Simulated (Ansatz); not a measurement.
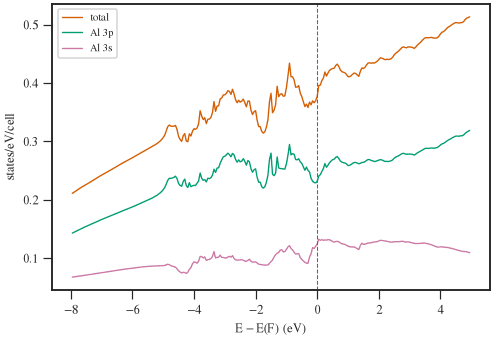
Fig. 1. Total and projected density of states of Al (fcc (Cu type), Fm-3m), PBEsol in the plane-wave PAW code Ansatz

Q: Which orbitals carry the states next to the Fermi level?

A: Within 0.5 eV of the Fermi level: Al 3p 64 %, Al 3s 30 %, outside the projected shells 6 %. Projections are on Löwdin-orthogonalised atomic valence shells; empty p or d shells of many metals are not among them.

Q: Where is the tallest occupied peak in this window, and what makes it?

A: Near -0.9 eV, about 0.43 states/eV per cell; the largest projected share is Al 3p.

Symmetry was held in the PBEsol relaxation.

Potentials: the later of the program's two PAW sets.
